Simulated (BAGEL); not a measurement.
# CH7AlSi (SMILES [CH3][AlH][SiH3]), step by step

Wanted: a single-point energy (HF/def2-SV(P)), then a single-point energy (NEVPT2(2,2)/def2-SV(P)), then a single-point energy (CASPT2(2,2)/def2-SV(P)) of CH7AlSi. 

The results are computed with BAGEL 1.2.2.

2 further runs of the same task are left out: 2 set aside as unsound or not needed.

**1. Starting point**

CH7AlSi has 10 atoms, charge 0, and is taken as a singlet. As SMILES, `[CH3][AlH][SiH3]`. The C1–H5 distance was set to 2.075 Å, away from the relaxed value. At this shape a bond of the SMILES string is far longer than usual.

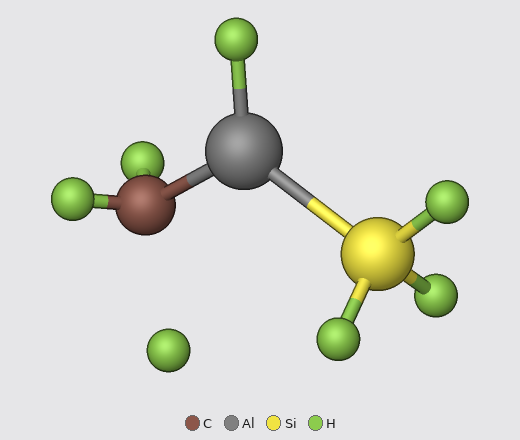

The structure, seen from a chosen angle (carbon brown, aluminium grey, silicon yellow, hydrogen green).

**2. The energy at HF/def2-SV(P) (density fitting with svp-jkfit) (run 1)**

Contents of calc.json:

```json
{ "bagel": [

{
  "title": "molecule",
  "basis": "def2-sv_p_.json",
  "df_basis": "svp-jkfit",
  "angstrom": false,
  "geometry": [
    { "atom": "C", "xyz": [ -1.64104950,  2.41128676, -2.90737766 ] },
    { "atom": "Al", "xyz": [  1.83132225,  1.16841388, -2.77226224 ] },
    { "atom": "Si", "xyz": [  3.25353013, -1.50895009,  0.75453363 ] },
    { "atom": "H", "xyz": [ -2.54962983,  1.82944008, -4.67446056 ] },
    { "atom": "H", "xyz": [ -3.87507239,  1.17937807,  0.06916398 ] },
    { "atom": "H", "xyz": [ -1.65919088,  4.48204864, -2.90359821 ] },
    { "atom": "H", "xyz": [  3.73578824,  1.92373742, -4.97719468 ] },
    { "atom": "H", "xyz": [  1.69110457, -3.85277740,  0.93519144 ] },
    { "atom": "H", "xyz": [  2.94833936, -0.16289817,  3.21703574 ] },
    { "atom": "H", "xyz": [  5.94620089, -2.31454034,  0.57500964 ] }
  ]
},
{
  "title": "hf"
},
{
  "title": "print",
  "file": "orbitals.molden",
  "orbitals": true
}

]}
```

The basis set def2-SV(P) is read from a file made from the Basis Set Exchange's data (not shown).

Launch:

```
$ BAGEL_NUM_THREADS=1 BAGEL calc.json > calc.out
```

Standard output:

```text
* using 1 threads per process

  ===============================================================
  ===============================================================

  *** Geometry ***

  { "atom" : "C", "xyz" : [     -1.641050,      2.411287,     -2.907378 ] },
  { "atom" : "Al", "xyz" : [      1.831322,      1.168414,     -2.772262 ] },
  { "atom" : "Si", "xyz" : [      3.253530,     -1.508950,      0.754534 ] },
[... 6 lines of this table left out ...]
  { "atom" : "H", "xyz" : [      5.946201,     -2.314540,      0.575010 ] },

  Number of auxiliary basis functions:      457

  Since a DF basis is specified, we compute 2- and 3-index integrals:
    o Being stored without compression. Storage requirement is 0.015 GB

  Number of basis functions:       64
  Number of electrons      :       40

    * METHOD: MOLECULE                             0.15

  *** RHF ***

  === Nuclear Repulsion ===
   125.4860591657

      * DIIS with orbital gradients will be used.

  === RHF iteration (def2-sv_p_.json) ===
      0       -572.26302191          0.01697919           0.04
      1       -572.36215195          0.01085334           0.03
      2       -572.40719109          0.00191816           0.04
[... 9 lines of this table left out ...]
     12       -572.41018014          0.00000001           0.04
    * SCF iteration converged.

    * Permanent dipole moment:
           (   -0.137194,    -0.396389,     0.683511) a.u.

    * METHOD: HF                                   0.60

    * METHOD: PRINT                                0.01

  ===============================================================
```

It took 1 s on 1 thread of Arm Neoverse V2, shared host; peak memory 0.14 GiB.

**3. A single-point energy at NEVPT2(2,2)/def2-SV(P) (density fitting with svp-jkfit) (run 2)**

Contents of job.json:

```json
{ "bagel" : [

{
  "title" : "molecule",
  "basis" : "def2-sv_p_.json",
  "df_basis" : "svp-jkfit",
  "geometry" : [
    { "atom" : "C", "xyz" : [ -1.64104950,  2.41128676, -2.90737766 ] },
    { "atom" : "Al", "xyz" : [  1.83132225,  1.16841388, -2.77226224 ] },
    { "atom" : "Si", "xyz" : [  3.25353013, -1.50895009,  0.75453363 ] },
    { "atom" : "H", "xyz" : [ -2.54962983,  1.82944008, -4.67446056 ] },
    { "atom" : "H", "xyz" : [ -3.87507239,  1.17937807,  0.06916398 ] },
    { "atom" : "H", "xyz" : [ -1.65919088,  4.48204864, -2.90359821 ] },
    { "atom" : "H", "xyz" : [  3.73578824,  1.92373742, -4.97719468 ] },
    { "atom" : "H", "xyz" : [  1.69110457, -3.85277740,  0.93519144 ] },
    { "atom" : "H", "xyz" : [  2.94833936, -0.16289817,  3.21703574 ] },
    { "atom" : "H", "xyz" : [  5.94620089, -2.31454034,  0.57500964 ] }
  ]
},
{ "title" : "hf" },
{ "title" : "casscf", "nstate" : 1, "nact" : 2, "nclosed" : 19, "active" : [20, 22], "maxiter" : 200, "natocc" : "true" },
{ "title" : "nevpt2", "nstate" : 1, "nact" : 2, "nclosed" : 19, "active" : [20, 22], "maxiter" : 200, "natocc" : "true", "ncore" : 11 },
{ "title" : "print", "file" : "orbitals.molden", "orbitals" : "true" }

]}
```

The basis set def2-SV(P) is read from a file made from the Basis Set Exchange's data (not shown).

Launch:

```
$ BAGEL_NUM_THREADS=1 BAGEL job.json > job.out
```

Standard output:

```text
* using 1 threads per process

  ===============================================================
  ===============================================================

  *** Geometry ***

  { "atom" : "C", "xyz" : [     -1.641050,      2.411287,     -2.907378 ] },
  { "atom" : "Al", "xyz" : [      1.831322,      1.168414,     -2.772262 ] },
  { "atom" : "Si", "xyz" : [      3.253530,     -1.508950,      0.754534 ] },
[... 6 lines of this table left out ...]
  { "atom" : "H", "xyz" : [      5.946201,     -2.314540,      0.575010 ] },

[... 23 lines left out ...]
    * SCF iteration converged.
[... 1 line left out ...]
    * Permanent dipole moment:
[... 27 lines left out ...]
    * Second-order optimization converged. *
[... 9 lines left out ...]
     * ci vector, state   0, <S^2> = 0.0000
[... 3 lines left out ...]
    * METHOD: CASSCF                               1.90

    * freezing 11 orbitals

  === DF-NEVPT2 calculation ===

    * 3-index integral transformation done
    * assembly done

      NEVPT2 correlation energy:   -0.2405662944      0.06

          (+0)     -0.1989809542
          (+0)'    -0.0116465366
          (+1)     -0.0056424092
          (+1)'    -0.0000000000
          (+2)     -0.0003409089
          (-1)     -0.0229263249
          (-1)'     0.0000000000
          (-2)     -0.0010291605

      NEVPT2 total energy:       -572.7068995620

    * METHOD: NEVPT2                               0.13

    * METHOD: PRINT                                0.01

  ===============================================================
```

Wall time 2.9 s (1 thread of Arm Neoverse V2, shared host); peak memory 0.14 GiB.

**4. The energy at CASPT2(2,2)/def2-SV(P) (density fitting with svp-jkfit) (run 3)**

Contents of calc.json:

```json
{ "bagel" : [

{
  "title" : "molecule",
  "basis" : "def2-sv_p_.json",
  "df_basis" : "svp-jkfit",
  "angstrom" : false,
  "geometry" : [
    { "atom" : "C", "xyz" : [ -1.64104950,  2.41128676, -2.90737766 ] },
    { "atom" : "Al", "xyz" : [  1.83132225,  1.16841388, -2.77226224 ] },
    { "atom" : "Si", "xyz" : [  3.25353013, -1.50895009,  0.75453363 ] },
    { "atom" : "H", "xyz" : [ -2.54962983,  1.82944008, -4.67446056 ] },
    { "atom" : "H", "xyz" : [ -3.87507239,  1.17937807,  0.06916398 ] },
    { "atom" : "H", "xyz" : [ -1.65919088,  4.48204864, -2.90359821 ] },
    { "atom" : "H", "xyz" : [  3.73578824,  1.92373742, -4.97719468 ] },
    { "atom" : "H", "xyz" : [  1.69110457, -3.85277740,  0.93519144 ] },
    { "atom" : "H", "xyz" : [  2.94833936, -0.16289817,  3.21703574 ] },
    { "atom" : "H", "xyz" : [  5.94620089, -2.31454034,  0.57500964 ] }
  ]
},
{
  "title" : "hf"
},
{
  "title" : "casscf",
  "nstate" : 1,
  "nact" : 2,
  "nclosed" : 19,
  "active" : [20, 22],
  "maxiter" : 200,
  "natocc" : true
},
{
  "title" : "print",
  "file" : "orbitals.molden",
  "orbitals" : true
},
{
  "title" : "smith",
  "method" : "caspt2",
  "ms" : true,
  "xms" : true,
  "sssr" : true,
  "shift" : 0.2,
  "shift_imag" : true,
  "ncore" : 11
}

]}
```

The basis set def2-SV(P) is read from a file made from the Basis Set Exchange's data (not shown).

Launch:

```
$ BAGEL_NUM_THREADS=1 BAGEL calc.json > calc.out
```

Standard output:

```text
* using 1 threads per process

  ===============================================================
  ===============================================================

  *** Geometry ***

  { "atom" : "C", "xyz" : [     -1.641050,      2.411287,     -2.907378 ] },
  { "atom" : "Al", "xyz" : [      1.831322,      1.168414,     -2.772262 ] },
  { "atom" : "Si", "xyz" : [      3.253530,     -1.508950,      0.754534 ] },
[... 6 lines of this table left out ...]
  { "atom" : "H", "xyz" : [      5.946201,     -2.314540,      0.575010 ] },

[... 25 lines left out ...]
    * Permanent dipole moment:
[... 37 lines left out ...]
     * ci vector, state   0, <S^2> = 0.0000
[... 21 lines left out ...]
       #      aibj      arbs      arbi      airj      risj      airs      arst      rist         Etot      error   time
[... 8 lines left out ...]
      ------------------------------------------------------------------------------------------------------------------

    * CASPT2 energy : state  0     -572.7095474375
        w/o shift correction       -572.7071848043
        reference weight              0.9001962092

    * METHOD: SMITH                                0.19

  ===============================================================
```

It took 3.3 s on 1 thread of Arm Neoverse V2, shared host; peak memory 0.14 GiB.

**5. Summary of results**

| quantity | value |
| --- | --- |
| run 1, HF/def2-SV(P): total energy | -572.41018 Eh |
| run 1, HF/def2-SV(P): dipole moment | 2.04 D |
| run 1, HF/def2-SV(P): HOMO energy | -9.72 eV |
| run 1, HF/def2-SV(P): LUMO energy | 0.85 eV |
| run 1, HF/def2-SV(P): HOMO–LUMO gap | 10.57 eV |
| run 2, NEVPT2(2,2)/def2-SV(P): total energy | -572.70690 Eh |
| run 3, CASPT2(2,2)/def2-SV(P): total energy | -572.70955 Eh |
